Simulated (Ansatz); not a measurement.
**SnO2: freezing in a mode**

This session takes SnO2 and sets out to freeze in mode 8 at growing amplitude.

Computed with Ansatz 0.2.0 (DFT r2SCAN, scalar-relativistic, plane waves, PAW, unless a step's input says otherwise).

## Step 1: The structure to begin with

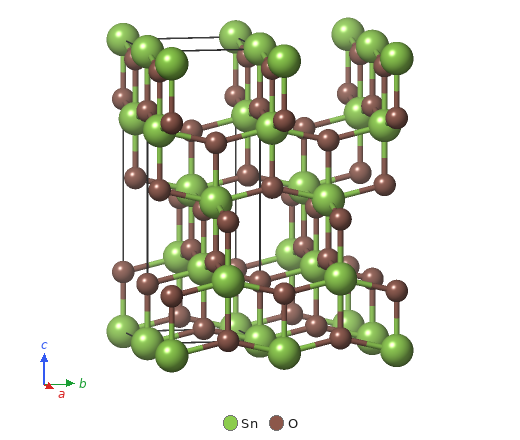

The starting structure, seen slightly off an axis (tin green, oxygen brown). 2×2×1 cells are drawn. Atoms on the faces are drawn again on the opposite ones. The cell drawn here is the conventional one.

Coordinates:

```xyz
6
Lattice="-1.9995 1.9995 5.1021 1.9995 -1.9995 5.1021 1.9995 1.9995 -5.1021" Properties=species:S:1:pos:R:3 pbc="T T T"
Sn    0.0000    1.9995    2.5510
Sn    0.0000    0.0000    0.0000
O     0.0000    0.0000    8.1263
O     0.0000    1.9995    4.6290
O     0.0000    0.0000    2.0779
O     0.0000    1.9995    0.4731
```

It goes back to an entry of the Materials Project, which need not be the stable form.

This cell was relaxed beforehand with the same method: volume 13.60 Å³/atom, gap on the mesh 2.33 eV.

## Step 2: The reference cell

The reference gives a free energy of -14351.9134 eV, pressure 0.01 GPa, largest force 0.000 eV/Å and gap on the mesh 2.33 eV. It was computed beforehand with the settings of the runs below.

## Step 3: The scan: freezing in a mode

Mode 8 of the phonon run on this cell, counted from the lowest, is frozen in: each atom moves by x times its row below, so x is the largest displacement.

```
atom      ux      uy     uz
 Sn1  -0.006  -0.140  0.000
 Sn2  -0.006  -0.140  0.000
  O3   0.002   1.000  0.000
  O4   0.002   1.000  0.000
  O5   0.041   0.041  0.000
  O6   0.041   0.041  0.000
```

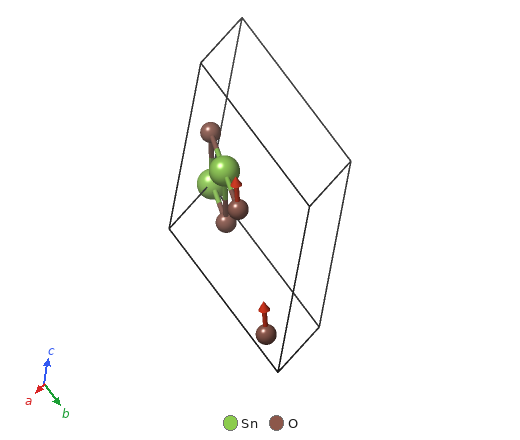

The mode's pattern as arrows, enlarged. Each atom of the cell is drawn once.

## Step 4: At x = -0.200 Å

input.yaml

```yaml
crystal:
  lattice:
    - [-1.9995434661, 1.9995434661, 5.1020851634]
    - [1.9995434661, -1.9995434661, 5.1020851634]
    - [1.9995434661, 1.9995434661, -5.1020851634]
  atoms:
    - { symbol: Sn, position: [0.7570194871, 0.2502908385, 0.5073103256] }
    - { symbol: Sn, position: [0.0070194871, 0.0002908385, 0.0073103256] }
    - { symbol: O, position: [0.746354986, 0.7962804741, -0.0500971964] }
    - { symbol: O, position: [0.9036223294, 0.4535478175, 0.4499028036] }
    - { symbol: O, position: [0.2015615514, 0.2015615514, -0.0041442405] }
    - { symbol: O, position: [0.544294208, 0.044294208, 0.4958557595] }
basis:
  ecutwfc: 500
kpoints:
  mp_grid: { grid: [10, 10, 10] }
hamiltonian:
  xc: r2scan
scf:
  occupations: { method: gaussian, width: 0.05 }
output:
  forces: true
  stress: true
  eigenvalues: true
```

Launch:

```
$ ansatz run input.yaml --threads 2 --pin off --max-ram 5120MiB --backend cpu --events-out ev --progress --plain --runs-dir out
```

Output (excerpt; [...] marks lines left out):

```text
Warning: RAYON_NUM_THREADS=2 ignored (pool sized by the plan → 2); use --threads N
[...]
Pseudopotentials: kind: paw
Pseudopotential: Sn, paw, valence charge 14, recommended cutoff 500 eV (meta_gga), Sn.paw.azcp
Pseudopotential: O, paw, valence charge 6, recommended cutoff 500 eV (meta_gga), O.paw.azcp
Functional definition: r2SCAN
[...]
Crystal: 6 atoms, lattice volume = 81.596 Å³
Basis set: ecut = 500 eV, 2091 PW (Γ), FFT grids on a1+a3, a2+a3, a3, exchange–correlation on 120×120×180 points (64 copies of the dense FFT grid, shifted against one another)
Bands: 32, of which v1, the nominal top of the filled ones, is band 26 counted from 1 (25 counted from 0)
Symmetry: 2 space group operations
Space group: Cc (ITA 9), of the structure as read, at distance tolerance 4.3e-5 Å
k-points: 282 of 1000 (time reversal used)
[...]
SCF iter   1: F=—  HF=-14351.614202 eV  |F-HF|=—  |Δ(HF+E_count)|=         —  Δρ=1.11e-2  dr2=7.80e-2  dr2_τ=2.71e-1  ethr=1.77e-3  ⟨swp⟩=6.2  Hψ=40109  notcnv=0  defer=34
[...]
SCF iter   8: F=-14351.720512 eV  HF=-14351.720512 eV  |F-HF|=2.38e-8  |Δ(HF+E_count)|=   9.92e-8  Δρ=6.51e-6  dr2=3.73e-8  dr2_τ=2.25e-9  ethr=1.92e-10  ⟨swp⟩=9.4  Hψ=37898  notcnv=0
[...]
SCF converged after 8 iterations
Free energy (F): -14351.720512 eV
[...]
E sigma→0 (E₀):  -14351.720512 eV
Fermi energy:    7.791914 eV
[...]
--- Forces (eV/Å), atoms counted from 1 ---
  atom   1  Sn    -0.03265620    -0.89167024     0.14911824
  atom   2  Sn    -0.03265620    -0.89167024    -0.14911824
  atom   3  O     -0.00123304     0.85470903     0.01055153
  atom   4  O     -0.00123304     0.85470903    -0.01055153
  atom   5  O      0.03388237     0.03699740    -0.05320434
  atom   6  O      0.03388237     0.03699740     0.05320434
[...]
--- Stress (GPa, compression-positive) ---
       -1.125098      -0.049444       0.000000
       -0.049445      -0.046516       0.000000
        0.000000       0.000000      -0.371947
  P = ⅓ Tr σ = -0.5145 GPa (-5.145 kbar)
--- Band table (eV; the first three rows and the last of 282) ---
[...]
```

It took 65 s on 2 threads of Arm Neoverse V2, shared host; peak memory 0.97 GiB.

## Step 5: At x = 0.150 Å

input.yaml

```yaml
crystal:
  lattice:
    - [-1.9995434661, 1.9995434661, 5.1020851634]
    - [1.9995434661, -1.9995434661, 5.1020851634]
    - [1.9995434661, 1.9995434661, -5.1020851634]
  atoms:
    - { symbol: Sn, position: [0.7447353847, 0.2497818712, 0.4945172558] }
    - { symbol: Sn, position: [-0.0052646153, -0.0002181288, -0.0054827442] }
    - { symbol: O, position: [0.833874835, 0.7964307189, 0.0375728973] }
    - { symbol: O, position: [0.9911421784, 0.4536980623, 0.5375728973] }
    - { symbol: O, position: [0.2051877619, 0.2051877619, 0.0031081804] }
    - { symbol: O, position: [0.5479204185, 0.0479204185, 0.5031081804] }
basis:
  ecutwfc: 500
kpoints:
  mp_grid: { grid: [10, 10, 10] }
hamiltonian:
  xc: r2scan
scf:
  occupations: { method: gaussian, width: 0.05 }
output:
  forces: true
  stress: true
  eigenvalues: true
```

Launch:

```
$ ansatz run input.yaml --threads 2 --pin off --max-ram 5120MiB --backend cpu --events-out ev --progress --plain --runs-dir out
```

Output (excerpt; [...] marks lines left out):

```text
Warning: RAYON_NUM_THREADS=2 ignored (pool sized by the plan → 2); use --threads N
[...]
[... 4 set-up lines as earlier in the session ...]
[...]
Crystal: 6 atoms, lattice volume = 81.596 Å³
Basis set: ecut = 500 eV, 2091 PW (Γ), FFT grids on a1+a3, a2+a3, a3, exchange–correlation on 120×120×180 points (64 copies of the dense FFT grid, shifted against one another)
Bands: 32, of which v1, the nominal top of the filled ones, is band 26 counted from 1 (25 counted from 0)
[... 2 set-up lines as earlier in the session ...]
k-points: 282 of 1000 (time reversal used)
[...]
SCF iter   1: F=—  HF=-14351.698799 eV  |F-HF|=—  |Δ(HF+E_count)|=         —  Δρ=1.10e-2  dr2=7.64e-2  dr2_τ=2.73e-1  ethr=1.77e-3  ⟨swp⟩=6.2  Hψ=40077  notcnv=0  defer=31
[...]
SCF iter   8: F=-14351.805828 eV  HF=-14351.805828 eV  |F-HF|=3.19e-8  |Δ(HF+E_count)|=   1.16e-7  Δρ=7.39e-6  dr2=4.75e-8  dr2_τ=2.87e-9  ethr=1.92e-10  ⟨swp⟩=9.5  Hψ=38299  notcnv=0
[...]
SCF converged after 8 iterations
Free energy (F): -14351.805828 eV
[...]
E sigma→0 (E₀):  -14351.805828 eV
Fermi energy:    7.788063 eV
[...]
--- Forces (eV/Å), atoms counted from 1 ---
  atom   1  Sn     0.02539696     0.65720563     0.08531207
  atom   2  Sn     0.02539696     0.65720563    -0.08531207
  atom   3  O      0.00008248    -0.63069745     0.00624969
  atom   4  O      0.00008248    -0.63069745    -0.00624969
  atom   5  O     -0.02547418    -0.02652750    -0.02978256
  atom   6  O     -0.02547418    -0.02652750     0.02978256
[...]
--- Stress (GPa, compression-positive) ---
       -0.646938      -0.028221       0.000000
       -0.028221      -0.016424       0.000000
        0.000000       0.000000      -0.213755
  P = ⅓ Tr σ = -0.2924 GPa (-2.924 kbar)
--- Band table (eV; the first three rows and the last of 282) ---
[...]
```

It took 66 s on 2 threads of Arm Neoverse V2, shared host; peak memory 0.96 GiB.

## Step 6: Point x = -0.100 Å

input.yaml

```yaml
crystal:
  lattice:
    - [-1.9995434661, 1.9995434661, 5.1020851634]
    - [1.9995434661, -1.9995434661, 5.1020851634]
    - [1.9995434661, 1.9995434661, -5.1020851634]
  atoms:
    - { symbol: Sn, position: [0.7535097436, 0.2501454192, 0.5036551628] }
    - { symbol: Sn, position: [0.0035097436, 0.0001454192, 0.0036551628] }
    - { symbol: O, position: [0.7713606572, 0.7963234012, -0.0250485982] }
    - { symbol: O, position: [0.9286280006, 0.4535907446, 0.4749514018] }
    - { symbol: O, position: [0.2025976116, 0.2025976116, -0.0020721203] }
    - { symbol: O, position: [0.5453302682, 0.0453302682, 0.4979278797] }
basis:
  ecutwfc: 500
kpoints:
  mp_grid: { grid: [10, 10, 10] }
hamiltonian:
  xc: r2scan
scf:
  occupations: { method: gaussian, width: 0.05 }
output:
  forces: true
  stress: true
  eigenvalues: true
```

Launch:

```
$ ansatz run input.yaml --threads 2 --pin off --max-ram 5120MiB --backend cpu --events-out ev --progress --plain --runs-dir out
```

Output (excerpt; [...] marks lines left out):

```text
Warning: RAYON_NUM_THREADS=2 ignored (pool sized by the plan → 2); use --threads N
[...]
[... 4 set-up lines as earlier in the session ...]
[...]
Crystal: 6 atoms, lattice volume = 81.596 Å³
Basis set: ecut = 500 eV, 2091 PW (Γ), FFT grids on a1+a3, a2+a3, a3, exchange–correlation on 120×120×180 points (64 copies of the dense FFT grid, shifted against one another)
Bands: 32, of which v1, the nominal top of the filled ones, is band 26 counted from 1 (25 counted from 0)
[... 2 set-up lines as earlier in the session ...]
k-points: 282 of 1000 (time reversal used)
[...]
SCF iter   1: F=—  HF=-14351.758395 eV  |F-HF|=—  |Δ(HF+E_count)|=         —  Δρ=1.10e-2  dr2=7.51e-2  dr2_τ=2.75e-1  ethr=1.77e-3  ⟨swp⟩=6.2  Hψ=39895  notcnv=0  defer=31
[...]
SCF iter   8: F=-14351.865902 eV  HF=-14351.865902 eV  |F-HF|=3.58e-8  |Δ(HF+E_count)|=   9.23e-8  Δρ=7.90e-6  dr2=5.45e-8  dr2_τ=3.13e-9  ethr=1.92e-10  ⟨swp⟩=9.6  Hψ=39701  notcnv=0
[...]
SCF converged after 8 iterations
Free energy (F): -14351.865902 eV
[...]
E sigma→0 (E₀):  -14351.865902 eV
Fermi energy:    7.786274 eV
[...]
--- Forces (eV/Å), atoms counted from 1 ---
  atom   1  Sn    -0.01737158    -0.43250185     0.03837887
  atom   2  Sn    -0.01737158    -0.43250185    -0.03837887
  atom   3  O      0.00035433     0.41543452     0.00274950
  atom   4  O      0.00035433     0.41543452    -0.00274950
  atom   5  O      0.01701280     0.01709045    -0.01306026
  atom   6  O      0.01701280     0.01709045     0.01306026
[...]
--- Stress (GPa, compression-positive) ---
       -0.288324      -0.012674       0.000000
       -0.012674      -0.000410       0.000000
        0.000000       0.000000      -0.092457
  P = ⅓ Tr σ = -0.1271 GPa (-1.271 kbar)
--- Band table (eV; the first three rows and the last of 282) ---
[...]
```

Run time: 66 s. Hardware: 2 threads of Arm Neoverse V2, shared host; peak memory 0.96 GiB.

## Step 7: All points together

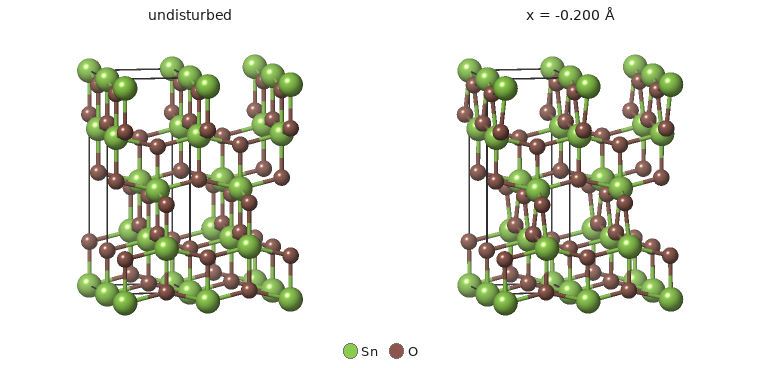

The undisturbed cell and the costliest point of the scan, at one scale, with neighbouring cells.

Collected from the runs (energy zero: the undisturbed cell):

```
 x (Å)  ΔE (meV/cell)  force along the mode (eV/Å)  pressure (GPa)  gap on the mesh (eV)
-0.200          192.9                        1.966            -0.5                  2.26
-0.100           47.5                        0.955            -0.1                  2.32
 0.000            0.0                        0.000             0.0                  2.33
 0.150          107.6                       -1.450            -0.3                  2.30
```

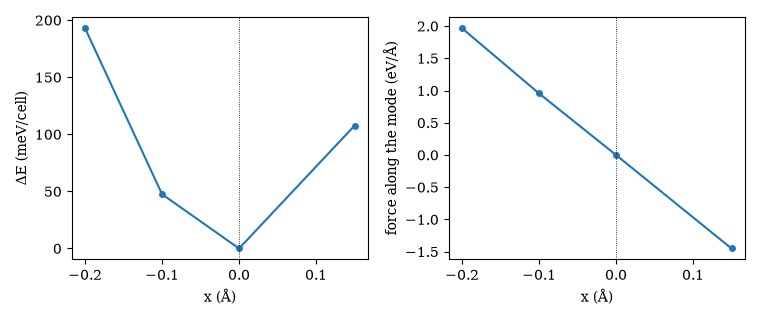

ΔE and force along the mode along the scan.

## Step 8: Outcome

| quantity | value |
| --- | --- |
| harmonic wavenumber of the mode | 264 cm⁻¹ |
| the same from the force at an amplitude of 0.100 Å | 266 cm⁻¹ |

**Reading.** The force at the smallest amplitude gives 266 cm⁻¹ against 264 cm⁻¹ from the phonon run, so the curve is close to a parabola there. The undisturbed cell stays the lowest of the sampled points. The gap on the mesh stays between 2.26 and 2.33 eV.

Spin-orbit coupling is left out, though the cell holds Sn; it can move the gap.
